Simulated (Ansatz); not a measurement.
## Amorphous Si24O49Be

It comes from a melt-quench run on a machine-learned potential (CHGNet), relaxed afterwards by DFT. O atoms were pushed apart under 1.9 Å during the dynamics, to hinder bonds among them. The hot cell started wider than the set density and was brought back towards it in steps. It is the lowest in DFT energy of 2 quenches. It is a model cell: composition and starting density were chosen by hand, and all elements were melted together. No dispersion term was used. Cycles of charging and discharging annealed it further.

Methods: PBE, scalar-relativistic without spin-orbit coupling (Ansatz, a program for electronic structure); r2SCAN, scalar-relativistic without spin-orbit coupling (Ansatz); HSE06, scalar-relativistic without spin-orbit coupling (Ansatz). Geometry, pressure, stress and energy are those of the PBE run. Its sampling: a 2×2×2 Γ-centred mesh; Fermi-Dirac width 0.02 eV; no spin polarisation. Other functionals are single points at the zone centre (r2SCAN at 500 eV; exact exchange cut at the cell's faces), free to take moments where seeds were set. At PBE the levels at the filled edge of the gap are localised (band-tail or defect states), and the nearest spread-out levels lie 4.9 eV apart at the zone centre.

```json
{
  "number_of_atoms_in_the_cell": "74",
  "Density (held, not predicted)": "2.20 g/cm³",
  "volume_per_atom": "14.94 Å³",
  "Pressure on a 2×2×2 Γ-centred mesh": "-1.07 GPa",
  "Largest force and stress component on that mesh (the relaxation ran on the zone centre alone)": "0.02 eV/Å and 1.7 GPa",
  "Level gap on a 2×2×2 Γ-centred mesh (PBE)": "3.62 eV",
  "Level gap at the zone centre (PBE)": "3.61 eV",
  "Level gap at the zone centre (r2SCAN)": "4.27 eV",
  "Level gap at the zone centre (HSE06)": "5.40 eV"
}
```

Neighbours within Si-Si 2.60 Å, Si-O 2.00 Å, Si-Be 2.28 Å, O-O 1.58 Å, O-Be 1.94 Å, Be-Be 2.11 Å count as bonded. Two cations that share two anions don't count as bonded, nor two that share one unless they lie closer than Si-Si 2.38 Å, Si-Be 2.21 Å, Be-Be 2.05 Å.

| Property | Result |
|---|---|
| Mean coordination of Si by anions | 4.00 (24 with 4) |
| Mean coordination of O | 2.02 (48 with 2, 1 with 3) |
| Mean coordination of Be by anions | 3.00 (1 with 3) |
| Mean Si-O bond | 1.643 Å (spread 0.041 Å, 96 counted) |
| Mean O-Be bond | 1.534 Å (spread 0.013 Å, 3 counted) |

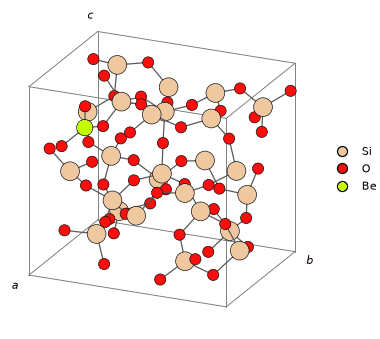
Figure. The relaxed cell

Its density started from a set value of 2.20 g/cm³. The quench (nominally 320 K/ps over its main leg) was far faster than any real one, so the model tends to hold more defects than a real film. A cell of this size samples the disorder only roughly. The volume was held where the preparation left it and the shape relaxed, at a PBE pressure of -1.1 GPa (tension). Stress components on the final sampling reach 1.7 GPa. Cycles of charging lowered its energy after that relaxation.
